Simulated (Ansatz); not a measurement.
# Profile along the N–Hf line in HfN (rock salt)

HfN (rock salt)

```
HfN
1.0
    0.00000     2.27394     2.27394
    2.27394     0.00000     2.27394
    2.27394     2.27394     0.00000
N Hf
1 1
Direct
  0.00000   0.00000   0.00000
  0.50000   0.50000   0.50000
```

Fields along a shortest N–Hf line of a {100} plane (2.27 Å), from N to Hf, interpolated on the slice's grid (step about 0.2 Å). Level of theory: PBE (plane waves to 420 eV, PAW, scalar-relativistic; Ansatz, a first-principles code). k mesh 18×18×18. These are valence fields of a PAW run, semicore shells included where kept as valence: close to a nucleus they are smooth pseudo fields. HfN is run without spin polarisation. HfN was relaxed with its symmetry unable to fall. Spin-orbit coupling is left out, though Hf is heavy.

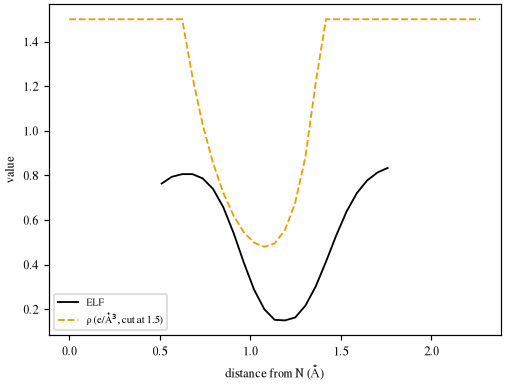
Figure. ELF (away from the nuclei) and valence density from N to Hf.

Density on the N–Hf line (2.27 Å) at its density minimum, 1.1 Å from N: 0.48 e/Å³. ELF at that point: 0.2.
